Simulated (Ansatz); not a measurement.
## Molecular dynamics of Ge₂H₄O₂ (part 1 of 5)

Ge₂H₄O₂, computed with RKS B3LYP-D4/def2-SVP (Ansatz 0.2.0).

It belongs to a series of runs on one base structure; here: dynamics from the highest image of the converged band. Figures and captions count atoms from 1; the log counts them from 0 in places.

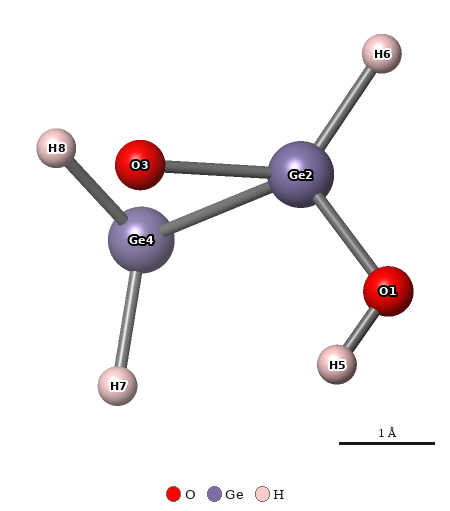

The starting structure (ball-and-stick view, seen at a tilt; atoms are numbered from 1 in the order of the input). Sticks mark near contacts.

Key numbers

- outcome: finished
- mean temperature over the second half: 1315 K
- trajectory: 200 steps, 100 fs
- ensemble: nve
- temperature in the input: 300.0 K
- time step: 0.5 fs
- potential energy (last step): −117179.3907 eV
- mean-field energy (last step): −117179.1163 eV
- largest force (length of the vector) (last step): 3.996 eV/Å
- hardware: 2 threads of Intel Xeon (Granite Rapids), 16 GiB of memory available, shared host
- wall time: 6 min (CPU time 11 min)
- peak memory: 0.32 GiB

Remarks

So short a trajectory is not equilibrated.

The input
```yaml
crystal:
  periodic: [false, false, false]
  atoms:
    - { symbol: O, position_ang: [-0.308936, 1.85252, -0.788724] }
    - { symbol: Ge, position_ang: [-0.605916, 0.549412, 0.383843] }
    - { symbol: O, position_ang: [0.917355, -0.137148, 1.011072] }
    - { symbol: Ge, position_ang: [-0.162988, -1.750815, -0.240262] }
    - { symbol: H, position_ang: [0.472919, 1.682741, -1.334089] }
    - { symbol: H, position_ang: [-1.614713, 1.114037, 1.389468] }
    - { symbol: H, position_ang: [0.665274, -1.713084, -1.577675] }
    - { symbol: H, position_ang: [0.729204, -1.654664, 1.100468] }
basis:
  gaussian: { orbitals: def2-SVP }
hamiltonian:
  xc: b3lyp
  dispersion: d4
md:
  timestep: 0.5
  n_steps: 200
  ensemble: nve
  temperature: 300.0
  initial_velocities: maxwell_boltzmann
  seed: 7131
```

Run as:
```bash
ansatz run input.yaml --threads 2 --pin off --max-ram 3072MiB --backend cpu --events-out ev --progress --plain --runs-dir out
```

Output
```
Engine: ansatz 0.2.0, x86_64-unknown-linux-gnu
Functional definition: B3LYP
  parameter a0 = 0.2
  parameter ax = 0.72
  parameter ac = 0.81
  exchange = (1 - a0 - ax)*slater_x + ax*b88_x + a0*exact_x
  correlation = (1 - ac)*vwn_rpa_c + ac*lyp_c
1173 factors; integrals over basis functions are off by at most 2.9e-4 eV
mean field evaluation 1: about -117166.2523 eV, gradient 8.1e1 eV
mean field evaluation 2: about -117009.7518 eV, gradient 2.3e2 eV
mean field evaluation 4: about -117172.3795 eV, gradient 5.5e1 eV
mean field evaluation 8: about -117178.9017 eV, gradient 3.2e-1 eV
mean field evaluation 16: about -117178.9109 eV, gradient 2.7e-4 eV
mean field -117178.91093129 eV, -4306.2455500064 hartree, gradient 2.0e-5 eV, S^2 0.000000; 0 other end points of the search recorded, 0 dependent functions left out
the calculation of the forces begins
reference -117178.91116642 eV, -4306.2455586471 hartree; 42, 42 occupied and 70, 70 virtual orbitals, 1173 factors
md step     0: t =     0.00 fs  T =   300.0 K  F+E_penalty+E_count = -117179.20122741 eV  E_kin = 0.232668 eV  conserved = -117178.96855941 eV  (31 SCF iters)
these checks for a lower state are left out or cut short: starts, cluster_reference, orbital_swaps, neighbouring_geometries, increment
1173 factors; integrals over basis functions are off by at most 2.8e-4 eV
mean field -117178.90911462 eV, -4306.2454832448 hartree, gradient 7.2e-5 eV, S^2 0.000000; 0 other end points of the search recorded, 0 dependent functions left out
the calculation of the forces begins
reference -117178.90934956 eV, -4306.2454918787 hartree; 42, 42 occupied and 70, 70 virtual orbitals, 1173 factors
md step     1: t =     0.50 fs  T =   297.8 K  F+E_penalty+E_count = -117179.19953223 eV  E_kin = 0.230990 eV  conserved = -117178.96854245 eV  (30 SCF iters, 3 dispersion substeps)
[... from here on the SCF iterations and repeated set-up lines of each step are left out, up to the last step ...]
md step     2: t =     1.00 fs  T =   291.3 K  F+E_penalty+E_count = -117179.19437979 eV  E_kin = 0.225886 eV  conserved = -117178.96849359 eV  (30 SCF iters, 3 dispersion substeps)
md step     3: t =     1.50 fs  T =   281.2 K  F+E_penalty+E_count = -117179.18654613 eV  E_kin = 0.218124 eV  conserved = -117178.96842170 eV  (29 SCF iters, 3 dispersion substeps)
md step     4: t =     2.00 fs  T =   269.3 K  F+E_penalty+E_count = -117179.17716949 eV  E_kin = 0.208830 eV  conserved = -117178.96833946 eV  (30 SCF iters, 3 dispersion substeps)
md step     5: t =     2.50 fs  T =   257.0 K  F+E_penalty+E_count = -117179.16754748 eV  E_kin = 0.199287 eV  conserved = -117178.96826078 eV  (30 SCF iters, 3 dispersion substeps)
md step     6: t =     3.00 fs  T =   245.9 K  F+E_penalty+E_count = -117179.15891889 eV  E_kin = 0.190722 eV  conserved = -117178.96819738 eV  (31 SCF iters, 3 dispersion substeps)
md step     7: t =     3.50 fs  T =   237.4 K  F+E_penalty+E_count = -117179.15228201 eV  E_kin = 0.184126 eV  conserved = -117178.96815623 eV  (31 SCF iters, 3 dispersion substeps)
md step     8: t =     4.00 fs  T =   232.3 K  F+E_penalty+E_count = -117179.14828824 eV  E_kin = 0.180150 eV  conserved = -117178.96813845 eV  (30 SCF iters, 3 dispersion substeps)
md step     9: t =     4.50 fs  T =   230.9 K  F+E_penalty+E_count = -117179.14722638 eV  E_kin = 0.179086 eV  conserved = -117178.96813992 eV  (30 SCF iters, 3 dispersion substeps)
md step    10: t =     5.00 fs  T =   233.3 K  F+E_penalty+E_count = -117179.14908491 eV  E_kin = 0.180931 eV  conserved = -117178.96815416 eV  (30 SCF iters, 3 dispersion substeps)
md step    11: t =     5.50 fs  T =   239.2 K  F+E_penalty+E_count = -117179.15365394 eV  E_kin = 0.185480 eV  conserved = -117178.96817440 eV  (30 SCF iters, 3 dispersion substeps)
md step    12: t =     6.00 fs  T =   248.1 K  F+E_penalty+E_count = -117179.16062807 eV  E_kin = 0.192432 eV  conserved = -117178.96819582 eV  (31 SCF iters, 3 dispersion substeps)
md step    13: t =     6.50 fs  T =   259.8 K  F+E_penalty+E_count = -117179.16968255 eV  E_kin = 0.201467 eV  conserved = -117178.96821555 eV  (30 SCF iters, 3 dispersion substeps)
md step    14: t =     7.00 fs  T =   273.7 K  F+E_penalty+E_count = -117179.18052414 eV  E_kin = 0.212293 eV  conserved = -117178.96823091 eV  (31 SCF iters, 3 dispersion substeps)
md step    15: t =     7.50 fs  T =   289.7 K  F+E_penalty+E_count = -117179.19293890 eV  E_kin = 0.224700 eV  conserved = -117178.96823917 eV  (31 SCF iters, 3 dispersion substeps)
md step    16: t =     8.00 fs  T =   307.7 K  F+E_penalty+E_count = -117179.20684859 eV  E_kin = 0.238615 eV  conserved = -117178.96823395 eV  (31 SCF iters, 3 dispersion substeps)
md step    17: t =     8.50 fs  T =   327.7 K  F+E_penalty+E_count = -117179.22239045 eV  E_kin = 0.254177 eV  conserved = -117178.96821389 eV  (31 SCF iters, 3 dispersion substeps)
md step    18: t =     9.00 fs  T =   350.5 K  F+E_penalty+E_count = -117179.23997177 eV  E_kin = 0.271796 eV  conserved = -117178.96817599 eV  (31 SCF iters, 3 dispersion substeps)
md step    19: t =     9.50 fs  T =   376.7 K  F+E_penalty+E_count = -117179.26030163 eV  E_kin = 0.292180 eV  conserved = -117178.96812189 eV  (31 SCF iters, 3 dispersion substeps)
md step    20: t =    10.00 fs  T =   407.8 K  F+E_penalty+E_count = -117179.28436352 eV  E_kin = 0.316308 eV  conserved = -117178.96805586 eV  (32 SCF iters, 3 dispersion substeps)
md step    21: t =    10.50 fs  T =   445.3 K  F+E_penalty+E_count = -117179.31333709 eV  E_kin = 0.345352 eV  conserved = -117178.96798521 eV  (30 SCF iters, 3 dispersion substeps)
md step    22: t =    11.00 fs  T =   490.7 K  F+E_penalty+E_count = -117179.34847149 eV  E_kin = 0.380551 eV  conserved = -117178.96792003 eV  (31 SCF iters, 3 dispersion substeps)
md step    23: t =    11.50 fs  T =   545.5 K  F+E_penalty+E_count = -117179.39091678 eV  E_kin = 0.423043 eV  conserved = -117178.96787356 eV  (31 SCF iters, 3 dispersion substeps)
md step    24: t =    12.00 fs  T =   610.7 K  F+E_penalty+E_count = -117179.44151722 eV  E_kin = 0.473656 eV  conserved = -117178.96786073 eV  (31 SCF iters, 3 dispersion substeps)
md step    25: t =    12.50 fs  T =   686.8 K  F+E_penalty+E_count = -117179.50058599 eV  E_kin = 0.532690 eV  conserved = -117178.96789633 eV  (29 SCF iters, 3 dispersion substeps)
md step    26: t =    13.00 fs  T =   773.3 K  F+E_penalty+E_count = -117179.56769592 eV  E_kin = 0.599705 eV  conserved = -117178.96799134 eV  (30 SCF iters, 3 dispersion substeps)
md step    27: t =    13.50 fs  T =   868.3 K  F+E_penalty+E_count = -117179.64153908 eV  E_kin = 0.673391 eV  conserved = -117178.96814808 eV  (30 SCF iters, 3 dispersion substeps)
md step    28: t =    14.00 fs  T =   969.1 K  F+E_penalty+E_count = -117179.71991645 eV  E_kin = 0.751560 eV  conserved = -117178.96835689 eV  (29 SCF iters, 3 dispersion substeps)
md step    29: t =    14.50 fs  T =  1071.9 K  F+E_penalty+E_count = -117179.79989977 eV  E_kin = 0.831302 eV  conserved = -117178.96859730 eV  (29 SCF iters, 3 dispersion substeps)
md step    30: t =    15.00 fs  T =  1172.5 K  F+E_penalty+E_count = -117179.87815077 eV  E_kin = 0.909309 eV  conserved = -117178.96884137 eV  (28 SCF iters, 3 dispersion substeps)
md step    31: t =    15.50 fs  T =  1266.5 K  F+E_penalty+E_count = -117179.95133855 eV  E_kin = 0.982280 eV  conserved = -117178.96905853 eV  (28 SCF iters, 3 dispersion substeps)
md step    32: t =    16.00 fs  T =  1350.4 K  F+E_penalty+E_count = -117180.01657764 eV  E_kin = 1.047353 eV  conserved = -117178.96922427 eV  (30 SCF iters, 3 dispersion substeps)
md step    33: t =    16.50 fs  T =  1421.5 K  F+E_penalty+E_count = -117180.07178788 eV  E_kin = 1.102465 eV  conserved = -117178.96932309 eV  (30 SCF iters, 3 dispersion substeps)
md step    34: t =    17.00 fs  T =  1478.4 K  F+E_penalty+E_count = -117180.11590897 eV  E_kin = 1.146557 eV  conserved = -117178.96935166 eV  (30 SCF iters, 3 dispersion substeps)
md step    35: t =    17.50 fs  T =  1521.0 K  F+E_penalty+E_count = -117180.14893204 eV  E_kin = 1.179612 eV  conserved = -117178.96931979 eV  (29 SCF iters, 3 dispersion substeps)
md step    36: t =    18.00 fs  T =  1550.5 K  F+E_penalty+E_count = -117180.17174692 eV  E_kin = 1.202502 eV  conserved = -117178.96924528 eV  (29 SCF iters, 3 dispersion substeps)
md step    37: t =    18.50 fs  T =  1568.8 K  F+E_penalty+E_count = -117180.18585200 eV  E_kin = 1.216700 eV  conserved = -117178.96915201 eV  (28 SCF iters, 3 dispersion substeps)
md step    38: t =    19.00 fs  T =  1578.1 K  F+E_penalty+E_count = -117180.19299646 eV  E_kin = 1.223936 eV  conserved = -117178.96906054 eV  (28 SCF iters, 3 dispersion substeps)
md step    39: t =    19.50 fs  T =  1580.6 K  F+E_penalty+E_count = -117180.19485788 eV  E_kin = 1.225872 eV  conserved = -117178.96898632 eV  (29 SCF iters, 3 dispersion substeps)
md step    40: t =    20.00 fs  T =  1578.1 K  F+E_penalty+E_count = -117180.19280914 eV  E_kin = 1.223873 eV  conserved = -117178.96893565 eV  (29 SCF iters, 3 dispersion substeps)
md step    41: t =    20.50 fs  T =  1571.7 K  F+E_penalty+E_count = -117180.18781988 eV  E_kin = 1.218913 eV  conserved = -117178.96890657 eV  (29 SCF iters, 3 dispersion substeps)
md step    42: t =    21.00 fs  T =  1562.2 K  F+E_penalty+E_count = -117180.18049003 eV  E_kin = 1.211600 eV  conserved = -117178.96889008 eV  (30 SCF iters, 3 dispersion substeps)
md step    43: t =    21.50 fs  T =  1550.2 K  F+E_penalty+E_count = -117180.17118055 eV  E_kin = 1.202304 eV  conserved = -117178.96887640 eV  (28 SCF iters, 3 dispersion substeps)
md step    44: t =    22.00 fs  T =  1536.1 K  F+E_penalty+E_count = -117180.16017198 eV  E_kin = 1.191315 eV  conserved = -117178.96885691 eV  (28 SCF iters, 3 dispersion substeps)
md step    45: t =    22.50 fs  T =  1520.2 K  F+E_penalty+E_count = -117180.14780217 eV  E_kin = 1.178975 eV  conserved = -117178.96882730 eV  (28 SCF iters, 3 dispersion substeps)
md step    46: t =    23.00 fs  T =  1503.1 K  F+E_penalty+E_count = -117180.13453468 eV  E_kin = 1.165746 eV  conserved = -117178.96878917 eV  (27 SCF iters, 3 dispersion substeps)
md step    47: t =    23.50 fs  T =  1485.6 K  F+E_penalty+E_count = -117180.12093650 eV  E_kin = 1.152187 eV  conserved = -117178.96874958 eV  (27 SCF iters, 3 dispersion substeps)
md step    48: t =    24.00 fs  T =  1468.4 K  F+E_penalty+E_count = -117180.10758449 eV  E_kin = 1.138870 eV  conserved = -117178.96871481 eV  (26 SCF iters, 3 dispersion substeps)
md step    49: t =    24.50 fs  T =  1452.2 K  F+E_penalty+E_count = -117180.09495930 eV  E_kin = 1.126269 eV  conserved = -117178.96869055 eV  (26 SCF iters, 3 dispersion substeps)
md step    50: t =    25.00 fs  T =  1437.3 K  F+E_penalty+E_count = -117180.08335679 eV  E_kin = 1.114678 eV  conserved = -117178.96867924 eV  (26 SCF iters, 3 dispersion substeps)
md step    51: t =    25.50 fs  T =  1423.7 K  F+E_penalty+E_count = -117180.07284369 eV  E_kin = 1.104163 eV  conserved = -117178.96868045 eV  (26 SCF iters, 3 dispersion substeps)
md step    52: t =    26.00 fs  T =  1411.3 K  F+E_penalty+E_count = -117180.06325879 eV  E_kin = 1.094566 eV  conserved = -117178.96869276 eV  (26 SCF iters, 3 dispersion substeps)
md step    53: t =    26.50 fs  T =  1399.7 K  F+E_penalty+E_count = -117180.05423678 eV  E_kin = 1.085522 eV  conserved = -117178.96871463 eV  (27 SCF iters, 3 dispersion substeps)
md step    54: t =    27.00 fs  T =  1388.0 K  F+E_penalty+E_count = -117180.04523197 eV  E_kin = 1.076487 eV  conserved = -117178.96874524 eV  (26 SCF iters, 3 dispersion substeps)
md step    55: t =    27.50 fs  T =  1375.5 K  F+E_penalty+E_count = -117180.03553889 eV  E_kin = 1.066757 eV  conserved = -117178.96878237 eV  (26 SCF iters, 3 dispersion substeps)
md step    56: t =    28.00 fs  T =  1361.0 K  F+E_penalty+E_count = -117180.02432566 eV  E_kin = 1.055503 eV  conserved = -117178.96882234 eV  (26 SCF iters, 3 dispersion substeps)
md step    57: t =    28.50 fs  T =  1343.3 K  F+E_penalty+E_count = -117180.01069298 eV  E_kin = 1.041835 eV  conserved = -117178.96885766 eV  (28 SCF iters, 3 dispersion substeps)
md step    58: t =    29.00 fs  T =  1321.5 K  F+E_penalty+E_count = -117179.99378533 eV  E_kin = 1.024908 eV  conserved = -117178.96887764 eV  (26 SCF iters, 3 dispersion substeps)
md step    59: t =    29.50 fs  T =  1294.7 K  F+E_penalty+E_count = -117179.97295478 eV  E_kin = 1.004085 eV  conserved = -117178.96887012 eV  (26 SCF iters, 3 dispersion substeps)
md step    60: t =    30.00 fs  T =  1262.5 K  F+E_penalty+E_count = -117179.94794999 eV  E_kin = 0.979123 eV  conserved = -117178.96882666 eV  (27 SCF iters, 3 dispersion substeps)
md step    61: t =    30.50 fs  T =  1225.4 K  F+E_penalty+E_count = -117179.91907942 eV  E_kin = 0.950339 eV  conserved = -117178.96874083 eV  (26 SCF iters, 3 dispersion substeps)
md step    62: t =    31.00 fs  T =  1184.5 K  F+E_penalty+E_count = -117179.88730666 eV  E_kin = 0.918688 eV  conserved = -117178.96861848 eV  (26 SCF iters, 3 dispersion substeps)
md step    63: t =    31.50 fs  T =  1142.0 K  F+E_penalty+E_count = -117179.85418563 eV  E_kin = 0.885710 eV  conserved = -117178.96847578 eV  (27 SCF iters, 3 dispersion substeps)
md step    64: t =    32.00 fs  T =  1100.2 K  F+E_penalty+E_count = -117179.82163740 eV  E_kin = 0.853303 eV  conserved = -117178.96833481 eV  (28 SCF iters, 3 dispersion substeps)
md step    65: t =    32.50 fs  T =  1061.7 K  F+E_penalty+E_count = -117179.79161882 eV  E_kin = 0.823398 eV  conserved = -117178.96822105 eV  (29 SCF iters, 3 dispersion substeps)
md step    66: t =    33.00 fs  T =  1028.4 K  F+E_penalty+E_count = -117179.76574489 eV  E_kin = 0.797591 eV  conserved = -117178.96815374 eV  (28 SCF iters, 3 dispersion substeps)
md step    67: t =    33.50 fs  T =  1001.7 K  F+E_penalty+E_count = -117179.74498564 eV  E_kin = 0.776845 eV  conserved = -117178.96814088 eV  (28 SCF iters, 3 dispersion substeps)
md step    68: t =    34.00 fs  T =   981.7 K  F+E_penalty+E_count = -117179.72953357 eV  E_kin = 0.761356 eV  conserved = -117178.96817752 eV  (28 SCF iters, 3 dispersion substeps)
md step    69: t =    34.50 fs  T =   967.8 K  F+E_penalty+E_count = -117179.71886176 eV  E_kin = 0.750613 eV  conserved = -117178.96824885 eV  (28 SCF iters, 3 dispersion substeps)
md step    70: t =    35.00 fs  T =   958.8 K  F+E_penalty+E_count = -117179.71192396 eV  E_kin = 0.743586 eV  conserved = -117178.96833779 eV  (28 SCF iters, 3 dispersion substeps)
md step    71: t =    35.50 fs  T =   952.8 K  F+E_penalty+E_count = -117179.70741432 eV  E_kin = 0.738988 eV  conserved = -117178.96842673 eV  (28 SCF iters, 3 dispersion substeps)
md step    72: t =    36.00 fs  T =   948.4 K  F+E_penalty+E_count = -117179.70402423 eV  E_kin = 0.735522 eV  conserved = -117178.96850175 eV  (28 SCF iters, 3 dispersion substeps)
md step    73: t =    36.50 fs  T =   943.9 K  F+E_penalty+E_count = -117179.70063905 eV  E_kin = 0.732083 eV  conserved = -117178.96855596 eV  (28 SCF iters, 3 dispersion substeps)
md step    74: t =    37.00 fs  T =   938.5 K  F+E_penalty+E_count = -117179.69644892 eV  E_kin = 0.727862 eV  conserved = -117178.96858709 eV  (28 SCF iters, 3 dispersion substeps)
md step    75: t =    37.50 fs  T =   931.4 K  F+E_penalty+E_count = -117179.69099079 eV  E_kin = 0.722394 eV  conserved = -117178.96859678 eV  (28 SCF iters, 3 dispersion substeps)
md step    76: t =    38.00 fs  T =   922.6 K  F+E_penalty+E_count = -117179.68414114 eV  E_kin = 0.715557 eV  conserved = -117178.96858460 eV  (28 SCF iters, 3 dispersion substeps)
md step    77: t =    38.50 fs  T =   912.3 K  F+E_penalty+E_count = -117179.67609959 eV  E_kin = 0.707546 eV  conserved = -117178.96855402 eV  (28 SCF iters, 3 dispersion substeps)
md step    78: t =    39.00 fs  T =   901.1 K  F+E_penalty+E_count = -117179.66735394 eV  E_kin = 0.698846 eV  conserved = -117178.96850792 eV  (28 SCF iters, 3 dispersion substeps)
md step    79: t =    39.50 fs  T =   889.9 K  F+E_penalty+E_count = -117179.65864167 eV  E_kin = 0.690192 eV  conserved = -117178.96845010 eV  (28 SCF iters, 3 dispersion substeps)
md step    80: t =    40.00 fs  T =   880.0 K  F+E_penalty+E_count = -117179.65088872 eV  E_kin = 0.682502 eV  conserved = -117178.96838653 eV  (28 SCF iters, 3 dispersion substeps)
md step    81: t =    40.50 fs  T =   872.6 K  F+E_penalty+E_count = -117179.64511334 eV  E_kin = 0.676788 eV  conserved = -117178.96832551 eV  (28 SCF iters, 3 dispersion substeps)
md step    82: t =    41.00 fs  T =   869.1 K  F+E_penalty+E_count = -117179.64229547 eV  E_kin = 0.674019 eV  conserved = -117178.96827624 eV  (28 SCF iters, 3 dispersion substeps)
md step    83: t =    41.50 fs  T =   870.3 K  F+E_penalty+E_count = -117179.64323370 eV  E_kin = 0.674987 eV  conserved = -117178.96824640 eV  (28 SCF iters, 3 dispersion substeps)
md step    84: t =    42.00 fs  T =   877.0 K  F+E_penalty+E_count = -117179.64842591 eV  E_kin = 0.680187 eV  conserved = -117178.96823935 eV  (28 SCF iters, 3 dispersion substeps)
md step    85: t =    42.50 fs  T =   889.4 K  F+E_penalty+E_count = -117179.65800915 eV  E_kin = 0.689755 eV  conserved = -117178.96825419 eV  (28 SCF iters, 3 dispersion substeps)
md step    86: t =    43.00 fs  T =   907.1 K  F+E_penalty+E_count = -117179.67176909 eV  E_kin = 0.703482 eV  conserved = -117178.96828747 eV  (29 SCF iters, 3 dispersion substeps)
md step    87: t =    43.50 fs  T =   929.5 K  F+E_penalty+E_count = -117179.68920031 eV  E_kin = 0.720867 eV  conserved = -117178.96833300 eV  (28 SCF iters, 3 dispersion substeps)
md step    88: t =    44.00 fs  T =   955.7 K  F+E_penalty+E_count = -117179.70959414 eV  E_kin = 0.741208 eV  conserved = -117178.96838584 eV  (28 SCF iters, 3 dispersion substeps)
md step    89: t =    44.50 fs  T =   984.7 K  F+E_penalty+E_count = -117179.73211818 eV  E_kin = 0.763678 eV  conserved = -117178.96843996 eV  (28 SCF iters, 3 dispersion substeps)
md step    90: t =    45.00 fs  T =  1015.3 K  F+E_penalty+E_count = -117179.75589509 eV  E_kin = 0.787403 eV  conserved = -117178.96849242 eV  (28 SCF iters, 3 dispersion substeps)
md step    91: t =    45.50 fs  T =  1046.4 K  F+E_penalty+E_count = -117179.78007296 eV  E_kin = 0.811537 eV  conserved = -117178.96853588 eV  (28 SCF iters, 3 dispersion substeps)
md step    92: t =    46.00 fs  T =  1077.1 K  F+E_penalty+E_count = -117179.80392439 eV  E_kin = 0.835362 eV  conserved = -117178.96856237 eV  (28 SCF iters, 3 dispersion substeps)
md step    93: t =    46.50 fs  T =  1106.8 K  F+E_penalty+E_count = -117179.82696374 eV  E_kin = 0.858399 eV  conserved = -117178.96856463 eV  (28 SCF iters, 3 dispersion substeps)
md step    94: t =    47.00 fs  T =  1135.3 K  F+E_penalty+E_count = -117179.84906380 eV  E_kin = 0.880526 eV  conserved = -117178.96853792 eV  (28 SCF iters, 3 dispersion substeps)
md step    95: t =    47.50 fs  T =  1163.1 K  F+E_penalty+E_count = -117179.87053059 eV  E_kin = 0.902047 eV  conserved = -117178.96848387 eV  (28 SCF iters, 3 dispersion substeps)
md step    96: t =    48.00 fs  T =  1191.0 K  F+E_penalty+E_count = -117179.89208096 eV  E_kin = 0.923668 eV  conserved = -117178.96841291 eV  (28 SCF iters, 3 dispersion substeps)
md step    97: t =    48.50 fs  T =  1220.2 K  F+E_penalty+E_count = -117179.91468933 eV  E_kin = 0.946345 eV  conserved = -117178.96834457 eV  (28 SCF iters, 3 dispersion substeps)
md step    98: t =    49.00 fs  T =  1252.0 K  F+E_penalty+E_count = -117179.93931099 eV  E_kin = 0.971010 eV  conserved = -117178.96830123 eV  (27 SCF iters, 3 dispersion substeps)
md step    99: t =    49.50 fs  T =  1287.1 K  F+E_penalty+E_count = -117179.96655326 eV  E_kin = 0.998251 eV  conserved = -117178.96830185 eV  (27 SCF iters, 3 dispersion substeps)
md step   100: t =    50.00 fs  T =  1325.5 K  F+E_penalty+E_count = -117179.99639662 eV  E_kin = 1.028042 eV  conserved = -117178.96835477 eV  (27 SCF iters, 3 dispersion substeps)
```
